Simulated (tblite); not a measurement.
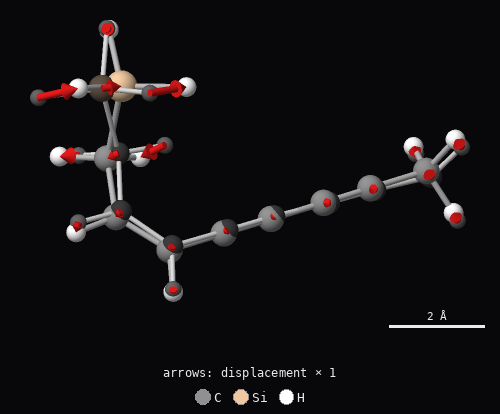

This is a relaxation of C8H10Si. The starting structure is drawn faded, the final one solid; red arrows show the displacements, at their true length. The two geometries are superimposed by the best rigid fit.

A ball-and-stick model, seen at a tilt.

These are results of GFN2-xTB geometry optimisation, gas phase in tblite, not measurements. 

Which element moves most?

Answer. Hydrogen: up to 1.09 Å, against 0.44 Å for silicon.

What happened in the run?

Answer. The atom that moves furthest after the best rigid fit is an H atom (1.09 Å). By element the largest moves are H 1.09 Å, Si 0.44 Å, C 0.28 Å. Near-neighbour distances that change, for instance: C–C 1.431 → 1.354 Å, C–C 1.437 → 1.401 Å, C–C 1.474 → 1.442 Å, C–Si 1.883 → 1.914 Å. Among the angles between lasting bonds that change: C–C–Si 104.2° → 110.4°, H–C–H 113.5° → 108.2°, H–C–H 113.1° → 108.8°. Groups turn about C–C by about 25°. Over 161 geometry steps the energy falls by 0.369 eV.
